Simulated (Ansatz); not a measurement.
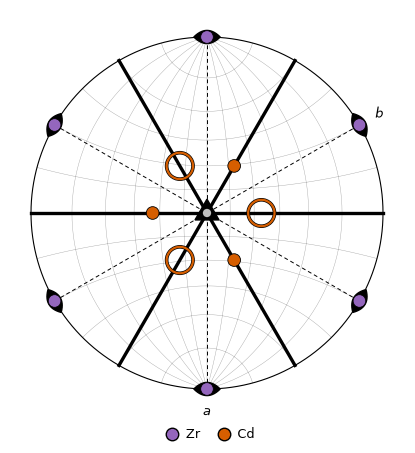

Directions from one zirconium atom at (0, 0, 0) to its bonded neighbours, in stereographic projection down c (filled: above the plane of the page or in it, open: below). Crystal: ZrCd2, the end point of a relaxation with Ansatz 0.2.0, DFT PBE, scalar-relativistic, plane waves, PAW; the starting structure was generated, so it need not be a known form of this composition. Geometry calculated from the standardised cell; symmetry tolerance 0.002 Å.

Neighbours are counted up to 3.49 Å for Zr, 3.57 Å for Cd. The symmetry elements of the site are drawn in: heavy lines are mirror planes (a heavy rim: a mirror in the plane of the page); lens, triangle, square and hexagon are 2-, 3-, 4- and 6-fold axes, a lens in an open square is −4, a triangle in an open hexagon −6; thin dashed diameters join the ends of axes that lie in the page; a small open circle marks inversion.

```
CELL_PARAMETERS angstrom
3.11535 0.00000 0.00000
-1.55768 2.69798 0.00000
0.00000 0.00000 23.60220
ATOMIC_POSITIONS crystal
Zr 0.00000 0.00000 0.00000
Cd 0.00000 0.00000 0.77831
Cd 0.33333 0.66667 0.88836
Zr 0.66667 0.33333 0.33333
Cd 0.66667 0.33333 0.11164
Cd 0.00000 0.00000 0.22169
Zr 0.33333 0.66667 0.66667
Cd 0.33333 0.66667 0.44497
Cd 0.66667 0.33333 0.55503
```

Q: How many neighbours are there, and at what angles?

A: 12: 6 Zr at 3.12 Å, 6 Cd at 3.19 Å. Angles between bonds: 58° (6×), 60° (6×), 61° (12×), 90° (12×), 119° (12×), 120° (6×), 122° (6×), 180° (6×).

Q: What is the site's symmetry in the crystal?

A: Point group -3m (D3d), order 12: one threefold axis, three twofold axes, three mirror planes, an inversion centre. In R-3m (No. 166, hexagonal axes) this is Wyckoff position 3a.
